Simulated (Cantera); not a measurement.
Charge: 1 mol Al, a varied amount of HCl, 0.16 mol H₂, equilibrated at 1150 °C and 173 Torr.

Cantera equilibrium calculation (NASA polynomials, part measured and part estimated; ideal gas, pure solids and liquids). Candidate condensed phases: Al, AlCl₃; 12 gas species. The tables' values for AlCl₂ are old estimates; treat these amounts as uncertain. Equilibrium is a limit: real reactors are often held back by kinetics, nucleation or transport.

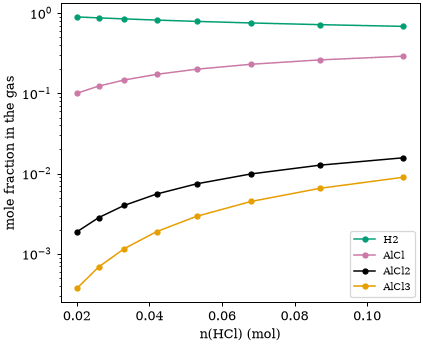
Figure. Equilibrium gas composition (values under 1e-9 drawn at 1e-9)

From 0.02 mol HCl to 0.11 mol HCl the condensed part is Al(l). The main Al-bearing gas is AlCl throughout. The share of Al in condensed phases is highest at 0.02 mol HCl (98.1 %) and lowest at 0.11 mol HCl (90.1 %).
